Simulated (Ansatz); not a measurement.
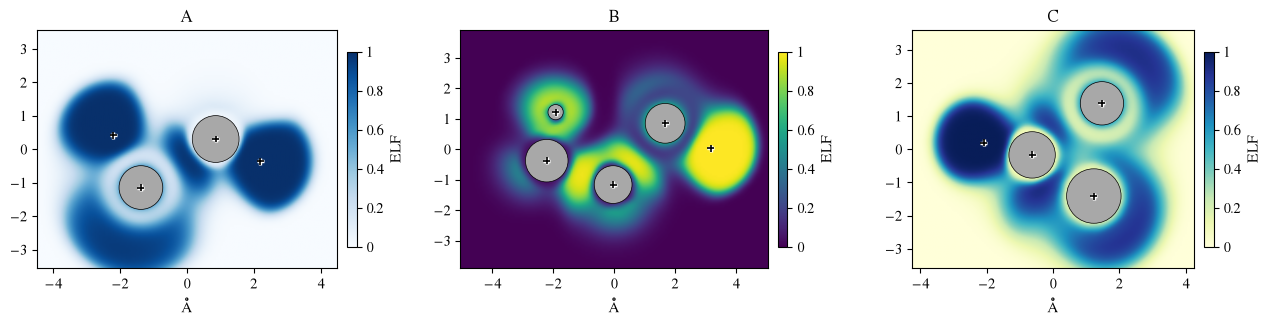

The ELF of 3 systems, each on a plane through atoms (crosses mark nuclei in the plane; grey discs cover the cores).

Computed with Ansatz 0.2.0, isolated molecule in a Gaussian basis; Kohn-Sham density functional theory, functional PBE0.

System 1: F$_{2}$H$_{2}$SiSn, the plane of atoms Sn4, Si3 and H5. Geometry: PBE0-D3(BJ)/def2-SVP; core potentials replace the inner electrons of Sn.

| atom | x (Å) | y (Å) | z (Å) |
| --- | --- | --- | --- |
| F | -1.1067 | -0.4805 | 1.6536 |
| F | -3.4086 | 0.2562 | 2.6673 |
| Si | -2.6416 | -0.0924 | 1.2747 |
| Sn | -2.6014 | 2.0889 | -0.2556 |
| H | -3.2664 | -1.3554 | 0.7758 |
| H | -1.7849 | 2.8523 | 1.1254 |

System 2: FH$_{7}$PSiSn (charge +1), the plane of atoms P2, Sn4 and H10. Geometry: B3LYP-D3(BJ)/def2-SVP; core potentials replace the inner electrons of Sn.

```xyz
11

F     1.5022   -1.4934   -0.7908
P     0.1171    1.2105   -0.7884
Si    1.8788   -0.1036   -0.0495
Sn   -1.4796   -0.1833   -2.3618
H     3.1218    0.4775   -0.5899
H     1.7585   -0.2222    1.4155
H     0.6314    2.3645   -1.4250
H    -0.5614    1.7519    0.3288
H    -0.3767   -0.6053   -3.5842
H    -2.6659    0.9683   -2.7604
H    -1.9361   -1.4160   -1.2846
```

System 3: GeHSiSn (doublet), the molecular plane. Geometry: B3LYP-D3(BJ)/def2-SVP; core potentials replace the inner electrons of Sn.

```yaml
atoms:
  - { symbol: Ge, position_ang: [-2.2898, -0.6793, 3.2809] }
  - { symbol: Si, position_ang: [-2.5573, -1.6239, 1.2711] }
  - { symbol: Sn, position_ang: [-0.8862, 0.3839, 1.0962] }
  - { symbol: H, position_ang: [-3.0426, -2.5507, 0.1984] }
```

Question: Which map belongs to which system?

Answer: Panel A is system 1, F$_{2}$H$_{2}$SiSn: the plane holds Si, Sn and H. Si–Sn (2.66 Å): the ELF peaks at about 1 between the atoms: a shared electron pair. Panel B is system 2, FH$_{7}$PSiSn: the plane holds F, P, Si, Sn and H. Si–F (1.62 Å): the ELF peaks at about 0.85 in the valence shell of F, 0.6 Å from its nucleus, and is about 0.55 at the midpoint. Panel C is system 3, GeHSiSn: the plane holds Ge, Si, Sn and H. Si–Ge (2.24 Å): the ELF peaks at about 0.75 in the valence shell of Si, 1.0 Å from its nucleus, and is about 0.70 at the midpoint.
